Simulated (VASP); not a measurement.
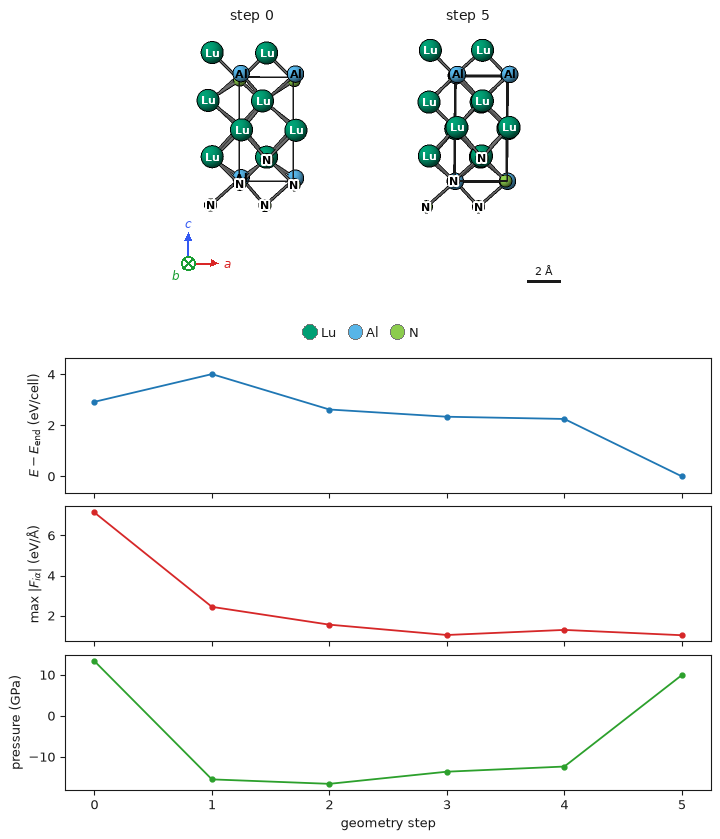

First and last geometry of a relaxation of solid Lu$_{3}$AlN$_{4}$ (a generated structure, set up in P1), with the history of the run. The picture is a ball-and-stick view of the cell of the calculation, seen along the b axis.

The run lets cell and atoms move.

Level of theory: VASP, Kohn-Sham DFT of a periodic cell, PBE, VASP PAW PBE potentials, recommended.

Input file:
```
PREC = Normal
ENCUT = 520
EDIFF = 1E-5
ISMEAR = 0
SIGMA = 0.15
LREAL = Auto
LASPH = T
NELM = 80
ALGO = Fast
ISIF = 3
LWAVE = F
LCHARG = F
GGA = PE
IBRION = 2
NSW = 110
EDIFFG = -0.03
ISYM = 0
KPAR = 4
```

Run as
```bash
cat potpaw_PBE.64/Lu/POTCAR potpaw_PBE.64/Al/POTCAR potpaw_PBE.64/N/POTCAR > POTCAR
mpirun -np 4 vasp_std > vasp.out
```

Did the run converge, and what did it change?

Answer. The run was cut off at its time limit before the relaxation converged, so the last structure is only a point on the way. An N atom moves most relative to the cell: 0.26 Å along [−2 1 3]. By element the largest moves are N 0.26 Å, Lu 0.25 Å, Al 0.16 Å. The drawn cell changes as follows: a 3.327 → 3.191 Å (−4.1 %), b 4.687 → 4.625 Å (−1.3 %), c 6.374 → 6.463 Å (+1.4 %), α 88.8° → 90.5°, β 90.5° → 89.4°, γ 89.0° → 90.7°; the volume changes by −4.0 %. Near-neighbour distances that change, for instance: Lu–N 1.884 → 2.302 Å, Lu–Lu 3.683 → 3.274 Å, Lu–N 2.651 → 2.325 Å, Al–Lu 2.938 → 3.228 Å. Among the angles between lasting bonds that change: N–Lu–N 70.7° → 91.3°, N–Lu–N 104.8° → 88.5°, Lu–N–Lu 104.8° → 88.5°. The space group stays P1 (No. 1). After 5 geometry steps the energy has fallen by 2.924 eV per cell of the calculation. The largest force component goes from 7.1 to 1 eV/Å. Pressure: 13.36 GPa at the start and 9.95 GPa at the end. At step 1 the optimiser overshot: the energy rose above the start, and later steps came back.
